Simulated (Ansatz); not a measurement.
# Si₂H₄ + H₂O: a complex and its separated parts

Aim: how far the complex at one end of a reaction step lies below its separated, relaxed parts, level by level.

The runs use Ansatz 0.2.0, Gaussian basis; PBE0-D4/def2-TZVP structures, single points in def2-TZVPP, no counterpoise correction.

Levels: SPW92, PBE-D4, BLYP-D4, r2SCAN-D4, B97M-V, PBE0-D4, B3LYP-D4, r2SCAN0-D4, BHLYP-D4, CAM-B3LYP-D4, wB97X-V, wB97M-V, B2PLYP, PBE-QIDH, RPA on PBE, Hartree-Fock, MP2, CCSD, CCSD(T).

Correlated methods freeze the cores. B3LYP uses VWN-RPA correlation. B2PLYP carries no dispersion term here.

57 further runs of the same task are left out: 1 that didn't finish, 56 set aside as unsound or not needed.

### 1 Where the work starts

The complex: 9 atoms, charge 0, spin multiplicity 1.

Atoms are counted from 1 here; the program's logs count them from 0.

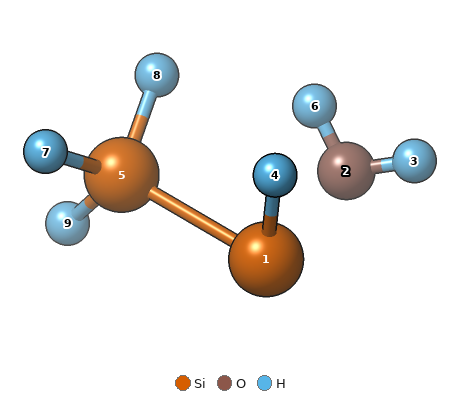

Start geometry, drawn with silicon orange, oxygen brown, hydrogen blue; atoms are numbered from 1 in the order of the file.

As a file:

```
Si   -1.1737   -0.7674   -0.6650
O     0.4989   -1.6623    0.1416
H     0.2819   -2.4785    0.6055
H    -1.6737   -0.5162    0.7607
Si    0.0397    1.2737   -0.4798
H     0.9294   -1.0588    0.7650
H    -0.7953    2.4340   -0.0555
H     1.0750    1.0721    0.6049
H     0.8177    1.7035   -1.6775
```

Its parts: Si₂H₄ holds atoms 1, 4, 5, 7, 8, 9; H₂O holds atoms 2, 3, 6. Each part counts its atoms afresh in its own runs.

### 2 Relaxing Si₂H₄ alone

relax-a/in.yaml reads:

```yaml
crystal:
  periodic: [false, false, false]
  atoms:
    - {symbol: Si, position_ang: [-1.173655, -0.767384, -0.664974]}
    - {symbol: H, position_ang: [-1.673719, -0.516228, 0.760728]}
    - {symbol: Si, position_ang: [0.039742, 1.273657, -0.479835]}
    - {symbol: H, position_ang: [-0.795314, 2.434006, -0.055515]}
    - {symbol: H, position_ang: [1.075000, 1.072097, 0.604915]}
    - {symbol: H, position_ang: [0.817705, 1.703489, -1.677500]}
basis:
  gaussian: {orbitals: def2-TZVP}
hamiltonian: {xc: pbe0, dispersion: d4}
relax: {f_tol: 0.005, max_steps: 200}
```

Launch:

```
> ansatz run in.yaml --threads 2 --pin off --events-out ev --progress --plain --max-ram 4352MiB
```

Further steps of the session: Relaxing H₂O alone; SPW92/def2-TZVPP; PBE-D4/def2-TZVPP; BLYP-D4/def2-TZVPP; r2SCAN-D4/def2-TZVPP; B97M-V/def2-TZVPP; PBE0-D4/def2-TZVPP; B3LYP-D4/def2-TZVPP; r2SCAN0-D4/def2-TZVPP; BHLYP-D4/def2-TZVPP; CAM-B3LYP-D4/def2-TZVPP; wB97X-V/def2-TZVPP; wB97M-V/def2-TZVPP; B2PLYP/def2-TZVPP; PBE-QIDH/def2-TZVPP; RPA on PBE/def2-TZVPP; CCSD(T)/def2-TZVPP; Vibrations of Si₂H₄; Vibrations of H₂O.

Before running it: what results should come out? Wanted: complex less parts, CCSD(T)/def2-TZVPP; with zero-point energy; largest T1 diagnostic.

**Answer**, as computed:

| quantity | value |
| --- | --- |
| complex less parts, CCSD(T)/def2-TZVPP | -0.732 eV |
| with zero-point energy | -0.579 eV |
| largest T1 diagnostic | 0.015 |

What this shows: At CCSD(T) the complex lies 0.732 eV below its parts. Among the functionals B2PLYP lands nearest to CCSD(T) (-0.005 eV) and SPW92 farthest (-0.505 eV). Mean unsigned error by rung: LDA 0.505, GGA 0.105, meta-GGA 0.160, hybrid 0.114, range-separated hybrid 0.118, double hybrid 0.067 eV. PBE-D4 gives a relative energy 0.178 eV too low, outside chemical accuracy (1 kcal/mol, 0.043 eV). No counterpoise was applied, and triple zeta lacks some correlation, so the CCSD(T) reference has a basis error of its own, and close matches with it are partly luck. The restricted Hartree–Fock reference is unstable towards an unrestricted one at one or more of these structures.
